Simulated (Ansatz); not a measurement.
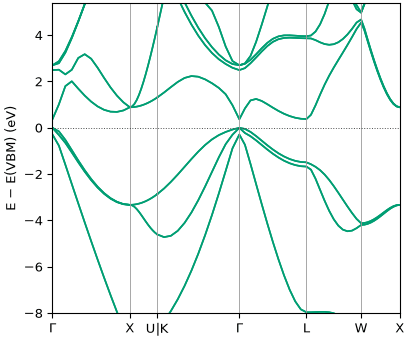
Figure. Band structure from r²SCAN+D4 with spin–orbit coupling (plane waves, PAW; program Ansatz)

Task: Read off the gap and where the band edges lie.

Result: About 0.4 eV (0.37 eV by a search for the band edges); maximum at Γ, minimum at Γ.

The material is Ge (diamond, Fd-3m).

The cell was relaxed with r²SCAN+D4 under the symmetry of its start. The volume moved by -24 % from the start of the relaxation.

Potentials: the earlier of the program's two PAW sets.
